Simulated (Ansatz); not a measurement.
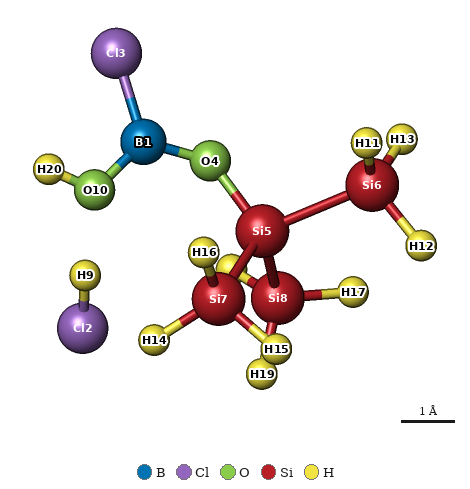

*The input geometry (ball-and-stick view, seen at a tilt; atoms are numbered from 1 in the order of the input).*

# Single-point calculation of BSi₄H₁₁Cl₂O₂

BSi₄H₁₁Cl₂O₂, computed with RKS PBE0-D4/def2-TZVPP (Ansatz 0.2.0).

The geometry is the product side of a reaction. The reaction was set up to form B1–O10 and Cl2–H9 and to break B1–Cl2 and H9–O10 (atoms counted from 1 in the order of the input); sticks are drawn by distance alone. The geometry comes from this level: PBE0-D4/def2-TZVP.

### What the program printed
```
Functional definition: PBE0
  name "PBE0"
  cite "Adamo & Barone, J. Chem. Phys. 110, 6158 (1999) doi:10.1063/1.478522"
  cite "Perdew, Burke & Ernzerhof, Phys. Rev. Lett. 77, 3865 (1996) doi:10.1103/PhysRevLett.77.3865"
  parent pbe
  parameter a = 0.25
  parameter kappa = 0.804
  parameter beta = 0.06672455060314922
  exchange = (1 - a)*pbe_x(kappa = kappa, mu = beta*pi^2/3) + a*exact_x
  correlation = pbe_c(beta = beta)
2934 factors; their error is unknown
mean field evaluation 1: about -61480.1866 eV, gradient 6.7e1 eV
mean field evaluation 2: about -61468.7415 eV, gradient 1.0e2 eV
mean field evaluation 4: about -61487.3870 eV, gradient 5.7e0 eV
mean field evaluation 8: about -61487.4415 eV, gradient 3.0e-1 eV
mean field evaluation 16: about -61487.5825 eV, gradient 3.4e-4 eV
mean field -61487.58254969 eV, -2259.6269809206 hartree, gradient 1.4e-5 eV, S^2 0.000000; 0 other end points of the search recorded, 0 dependent functions left out
reference -61487.58260099 eV, -2259.6269828060 hartree; 61, 61 occupied and 438, 438 virtual orbitals, 2934 factors
Total energy: -61488.21257478 eV, -2259.6501339156 hartree
```

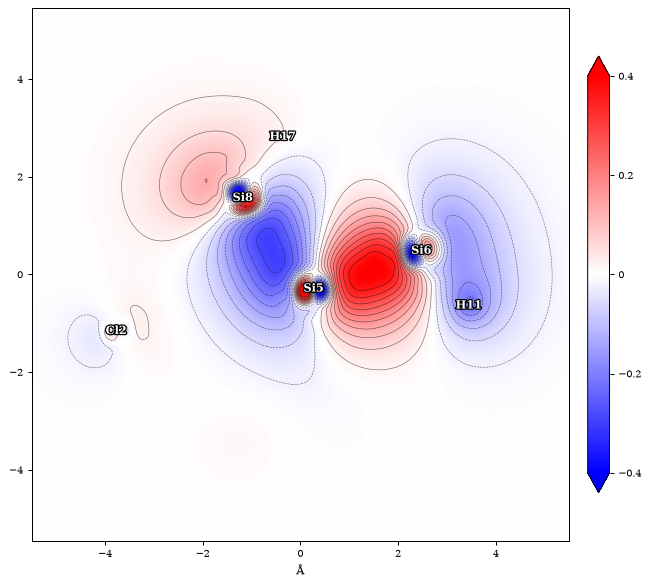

*One frontier orbital on the plane of atoms Si5, Si8 and H17 (values in Å⁻³ᐟ²; the overall sign is arbitrary).*

The HOMO, at −7.76 eV. By Hirshfeld shares it lies mainly on Si5 (30 %), Si6 (25 %) and Si8 (15 %).

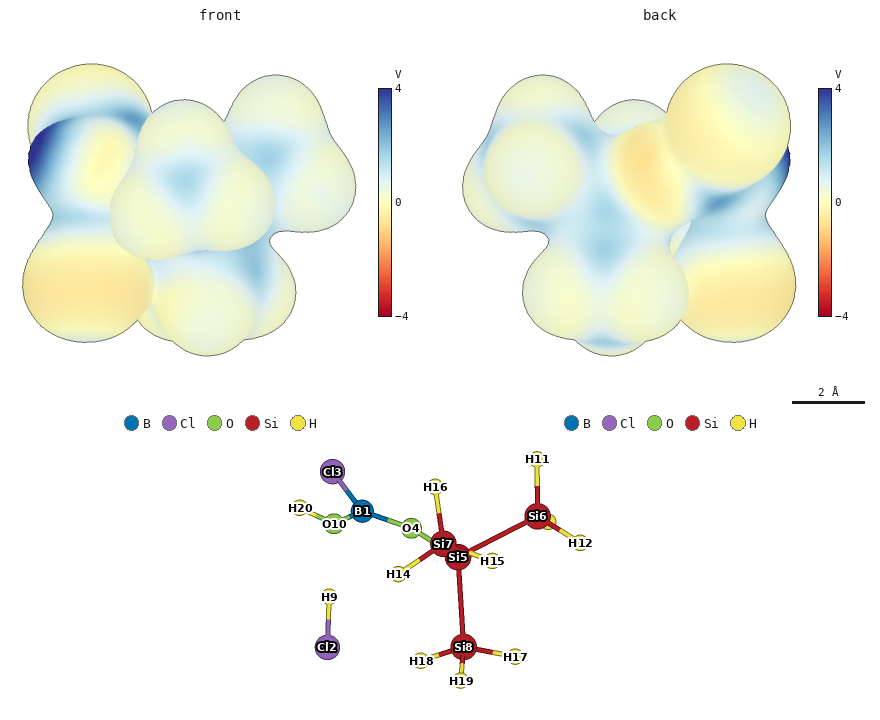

*The molecular electrostatic potential painted on the density surface at 0.004 e/bohr³, seen face on and from behind; red is negative and blue positive. The bare structure is drawn below in the same view.*

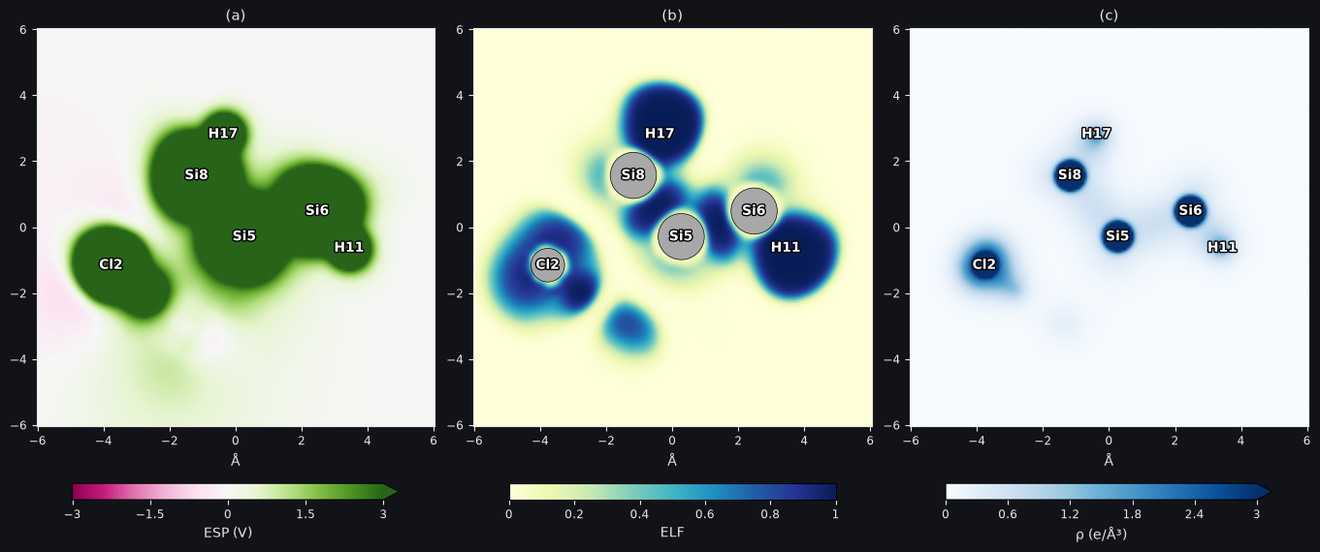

*(a) electrostatic potential; (b) electron localisation function; (c) total electron density on the plane of atoms Si6, Si5 and Si8. Grey discs, where drawn, cover atomic cores.*

The section cuts through Cl, Si and H sites.

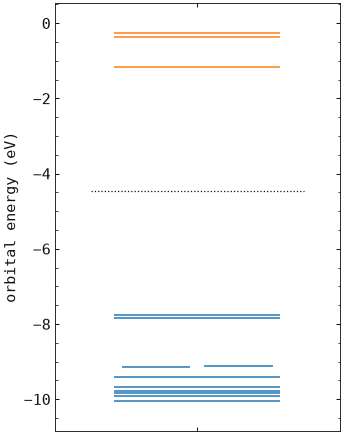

*Orbital energies near the frontier; the dotted line parts filled from empty levels, and levels within 0.02 eV of each other stand side by side.*

Highest filled −7.76 eV, lowest empty −1.17 eV, 6.59 eV apart.

The run was set up as follows.

### The input
```yaml
crystal:
  periodic: [false, false, false]
  atoms:
    - {symbol: B, position_ang: [-1.753394, -0.840858, -1.437385]}
    - {symbol: Cl, position_ang: [0.268537, -3.512809, 0.654887]}
    - {symbol: Cl, position_ang: [-2.703393, -0.893171, -2.930464]}
    - {symbol: O, position_ang: [-0.710009, -0.019505, -1.339384]}
    - {symbol: Si, position_ang: [0.303212, 0.548067, -0.119300]}
    - {symbol: Si, position_ang: [0.623626, 2.828137, -0.545218]}
    - {symbol: Si, position_ang: [-0.675717, 0.341803, 2.002516]}
    - {symbol: Si, position_ang: [2.385341, -0.544162, -0.265685]}
    - {symbol: H, position_ang: [-0.744443, -2.775423, 0.330639]}
    - {symbol: O, position_ang: [-2.112469, -1.657163, -0.395641]}
    - {symbol: H, position_ang: [-0.653489, 3.585365, -0.444756]}
    - {symbol: H, position_ang: [1.576765, 3.351835, 0.471431]}
    - {symbol: H, position_ang: [1.202955, 3.030071, -1.900255]}
    - {symbol: H, position_ang: [-0.755445, -1.057887, 2.489601]}
    - {symbol: H, position_ang: [0.179325, 1.130571, 2.932874]}
    - {symbol: H, position_ang: [-2.039435, 0.938680, 1.990553]}
    - {symbol: H, position_ang: [3.416658, 0.447201, -0.681066]}
    - {symbol: H, position_ang: [2.313683, -1.619484, -1.287485]}
    - {symbol: H, position_ang: [2.782641, -1.110285, 1.048883]}
    - {symbol: H, position_ang: [-2.904951, -2.170986, -0.574946]}
basis:
  gaussian: {orbitals: def2-TZVPP}
hamiltonian: {xc: pbe0, dispersion: d4}
output: {orbitals: {seedname: orbitals}}
```

Launch command:
```bash
ansatz run in.yaml --threads 4 --pin off --events-out ev --progress --plain --max-ram 66560MiB --backend cuda --devices 0, --max-vram 37GiB
```

### Key numbers

- outcome: converged
- total energy: −61488.2126 eV
- mean-field energy: −61487.5826 eV
- dispersion energy: −0.6300 eV
- SCF solution under orbital rotations: stable
- HOMO: −7.76 eV
- LUMO: −1.17 eV
- hardware: 4 CPU threads, shared host
- wall time: 12 s (CPU time 8.9 s)
- peak memory: 1.2 GiB
